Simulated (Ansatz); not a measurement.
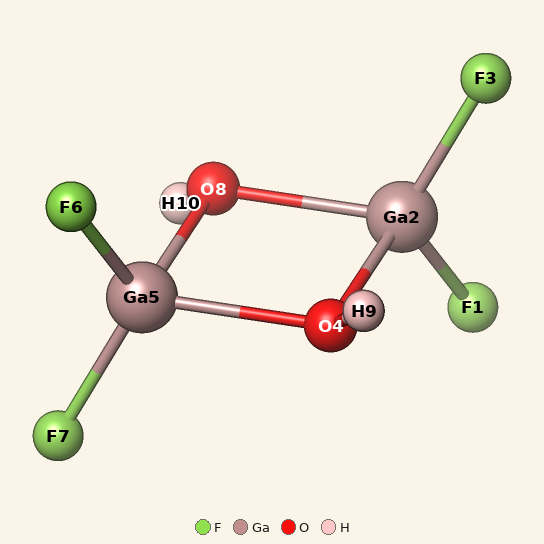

Atoms fade into the background with distance from the viewer. The computed structure is the end point of a PBE0-D4/def2-TZVP optimisation.

> What is the conformation of the ring Ga2–O4–Ga5–O8?

It is planar. The Cremer–Pople amplitude Q is 0.00 Å.

> Give the torsion angles round the ring, beginning with the bond from its second to its third atom.

0°, 0°, 0°, 0°.
